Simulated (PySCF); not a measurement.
**BH5O (B(H2O)H3) at 6 levels**

Wanted: a comparison of 6 runs (MP2/STO-3G, CCSDT(Q)/STO-3G, CCSDT/STO-3G, QCISD(T)/STO-3G, CISD/STO-3G, FCI/STO-3G) of BH5O (B(H2O)H3). Input form: a Python script.

The results are computed with PySCF 2.14.0.

4 further runs of the same task are left out: 4 set aside as unsound or not needed.

## 1. The system as given

BH5O: 7 atoms, total charge 0, spin state singlet. As SMILES, `[H]B([H])([H])<-O`. The B1–H7 distance was set to 2.601 Å, away from the relaxed value. At this shape a bond of the SMILES string is far longer than usual.

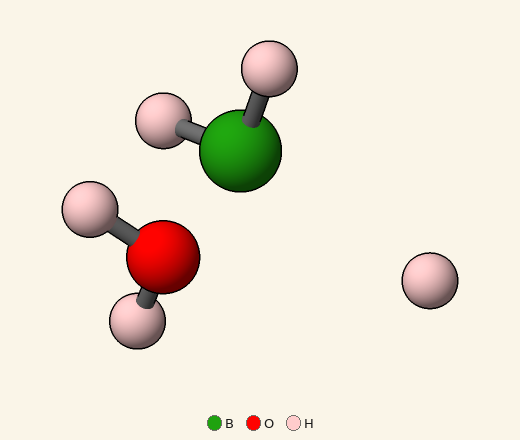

Viewed from a chosen angle; boron green, oxygen red, hydrogen pink.

## 2. The energy at MP2/STO-3G (run 1)

Input file input.py:

```python
from pyscf import gto, mp

mol = gto.M(
    atom='''
B        0.730852       1.093235      -0.321206
O        0.763872       1.058285       1.378414
H       -0.173008       1.062325       1.600174
H        1.149372       1.913835       1.592464
H        1.873172       1.136395      -0.622606
H        0.118792       2.081255      -0.582506
H       -0.484730      -1.115770      -0.958620
''',
    verbose=3,
    charge=0,
    max_memory=1860,
    basis='sto-3g',
)

mf = mol.RHF()
mf.conv_tol = 1e-10
mf.kernel()
if not mf.converged:
    mf = mf.newton().run(mf.mo_coeff, mf.mo_occ)

pt = mp.MP2(mf, frozen=2).run()
e_final = pt.e_tot
print('E(%s) = %.9f' % ('MP2', e_final))
```

Command:

```
$ OMP_NUM_THREADS=1 python input.py
```

The log of the run:

```text
converged SCF energy = -100.785209517238
E(RMP2) = -100.932685022599  E_corr = -0.147475505361007
E(SCS-RMP2) = -100.953401504231  E_corr = -0.168191986992699
E(MP2) = -100.932685023
```

Wall time 0.91 s (1 thread of Arm Neoverse V1, shared host); peak memory 0.12 GiB.

## 3. The energy at CCSDT(Q)/STO-3G (run 2)

Input file start.xyz:

```xyz
7
BH5O
B      0.730852     1.093235    -0.321206
O      0.763872     1.058285     1.378414
H     -0.173008     1.062325     1.600174
H      1.149372     1.913835     1.592464
H      1.873172     1.136395    -0.622606
H      0.118792     2.081255    -0.582506
H     -0.484730    -1.115770    -0.958620
```

Input file job.py:

```python
from pyscf import gto, cc

molecule = gto.M(
    atom='start.xyz',
    max_memory=1860,
    verbose=3,
    basis='sto-3g',
)

mf = molecule.RHF()
mf.conv_tol = 1e-10
mf.kernel()
if not mf.converged:
    mf = mf.newton().run(mf.mo_coeff, mf.mo_occ)

mycc = cc.CCSDT(mf, frozen=2)
mycc.kernel()
e_bracket, e_q = mycc.ccsdt_q()
etot = mycc.e_tot + e_q
print(f'total energy: {etot:.8f} hartree')
```

Command:

```
$ OMP_NUM_THREADS=1 python job.py
```

The log of the run:

```text
converged SCF energy = -100.785209517238
_make_eris_incore_RCCSDT

WARN: A large `blksize` is being used, which may cause large memory consumption
      for storing contraction intermediates. If memory is sufficient, consider using
      `pyscf.cc.rccsdt_highm.RCCSDT` instead.

RCCSDT converged
E(RCCSDT) = -101.0130018537308   E_corr = -0.2277923364923267
E_corr(same-spin) = -0.00669752673447497
E_corr(oppo-spin) = -0.221094809757852
_make_eris_incore_RCCSDT
total energy: -101.01249661 hartree
```

Run time: 2.3 s. Hardware: 1 thread of Arm Neoverse V1, shared host; peak memory 0.12 GiB.

Runs 3 to 4 aren't shown in full; the table further down has their settings and results.

## 4. A single-point energy at CISD/STO-3G (run 5)

Input file job.py:

```python
from pyscf import gto, scf, ci

mol = gto.M(
    atom='''
B      1.381110     2.065915    -0.606991
O      1.443509     1.999869     2.604825
H     -0.326938     2.007503     3.023891
H      2.171998     3.616624     3.009321
H      3.539782     2.147475    -1.176555
H      0.224484     3.933002    -1.100777
H     -0.916007    -2.108500    -1.811529
''',
    unit='bohr',
    verbose=3,
    basis='sto-3g',
    charge=0,
    max_memory=1860,
)

calc0 = scf.RHF(mol)
calc0.conv_tol = 1e-10
calc0.kernel()
if not calc0.converged:
    calc0 = calc0.newton().run(calc0.mo_coeff, calc0.mo_occ)

cisd = ci.CISD(calc0, frozen=2)
cisd.kernel()
etot = cisd.e_tot
print('E = %.10f Eh' % etot)
```

Command:

```
$ OMP_NUM_THREADS=1 python job.py
```

The log of the run:

```text
converged SCF energy = -100.785209496881
E(RCISD) = -100.9814274955185  E_corr = -0.1962179986378498
E = -100.9814274955 Eh
```

Run time: 0.79 s. Hardware: 1 thread of Arm Neoverse V1, shared host; peak memory 0.1 GiB.

## 5. The energy at FCI/STO-3G (run 6)

Edit start.xyz of step 3 so:

```diff
@@ -1,3 +1,3 @@
 7
-BH5O
+
 B      0.730852     1.093235    -0.321206
```

Input file calc.py:

```python
from pyscf import gto, mcscf
from pyscf import fci

molecule = gto.M(
    atom='start.xyz',
    charge=0,
    max_memory=1860,
    verbose=3,
    spin=0,
    basis='sto-3g',
)

mf = molecule.RHF()
mf.conv_tol = 1e-10
mf.kernel()
if not mf.converged:
    mf = mf.newton().run(mf.mo_coeff, mf.mo_occ)

cas = mcscf.CASCI(mf, mf.mo_coeff.shape[-1] - 2, (molecule.nelec[0] - 2, molecule.nelec[1] - 2))  # full CI above the frozen core
cas.fcisolver = fci.direct_spin0.FCI(molecule)  # even spin states alone
cas.kernel()
print('<S^2> = %.4f' % cas.fcisolver.spin_square(cas.ci, cas.ncas, cas.nelecas)[0])
e_final = cas.e_tot
print('E = %.10f Eh' % e_final)
```

Command:

```
$ OMP_NUM_THREADS=1 python calc.py
```

The log of the run:

```text
converged SCF energy = -100.785209517238
CASCI E = -101.012718215242  E(CI) = -43.5415385552813  S^2 = 0.0000000
<S^2> = 0.0000
E = -101.0127182152 Eh
```

Run time: 52 s. Hardware: 1 thread of Arm Neoverse V1, shared host; peak memory 0.76 GiB.

## 6. Overview of the runs

| run | level | energy (Eh) | dipole moment (D) of the reference | HOMO energy (eV) | LUMO energy (eV) | wall time |
| --- | --- | --- | --- | --- | --- | --- |
| 1 | MP2/STO-3G | -100.932685 | 6.43 | -3.68 | 5.92 | 0.91 s |
| 2 | CCSDT(Q)/STO-3G | -101.012497 | 6.43 | -3.68 | 5.92 | 2.3 s |
| 3 | CCSDT/STO-3G | -101.013002 | 6.43 | -3.68 | 5.92 | 1.4 s |
| 4 | QCISD(T)/STO-3G | -101.012845 | 6.43 | -3.68 | 5.92 | 0.87 s |
| 5 | CISD/STO-3G | -100.981427 | 6.43 | -3.68 | 5.92 | 0.79 s |
| 6 | FCI/STO-3G | -101.012718 | 6.43 | -3.68 | 5.92 | 52 s |

## 7. What came out

| quantity | value |
| --- | --- |
| run 6: total energy | -101.01272 Eh |
| run 6: dipole moment (Hartree–Fock density) | 6.43 D |
| run 6: HOMO energy (Hartree–Fock orbitals) | -3.68 eV |
| run 6: LUMO energy (Hartree–Fock orbitals) | 5.92 eV |
| run 6: HOMO–LUMO gap (Hartree–Fock orbitals) | 9.59 eV |
| run 6: correlation energy (2 core orbitals frozen) | -227.5 mEh |

Against full CI in this basis: MP2 +80.0 mEh; CCSDT(Q) +0.2 mEh; CCSDT -0.3 mEh; QCISD(T) -0.1 mEh; CISD +31.3 mEh. In run 4 the T1 diagnostic is large, so a single reference may not serve. In runs 1, 2, 3, 4, 5, 6 the basis is minimal, so the values are rough. All runs together took 58 s, the longest 52 s.
